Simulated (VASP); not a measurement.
Band structure of ErGe2 (relaxed from the fluorite structure, space group Fm-3m). These are r2SCAN meta-GGA, VASP's PBE PAW potentials (set 64) (plane waves; VASP) values and carry that method's errors.

The 4f electrons are frozen in the core of the lanthanide potential, so 4f levels, which can set the real gap, and their magnetism are missing.

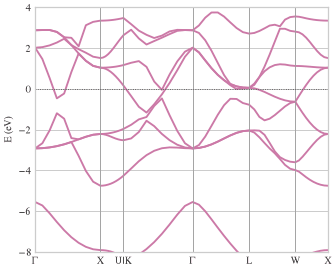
Figure. Bands along high-symmetry lines, zero at the valence-band maximum or, without a gap, the Fermi level

Problem. Read the plot: is there a gap, and where are the band edges?

Solution. It has no gap at this level: it comes out as a metal or semimetal.

The structure was generated: ErGe2 was put into the fluorite type (Fm-3m), which need not be its known phase. It was relaxed first, which changed the volume by -11 %. The electron count is odd and the run is not spin-polarised, which forces a metal.
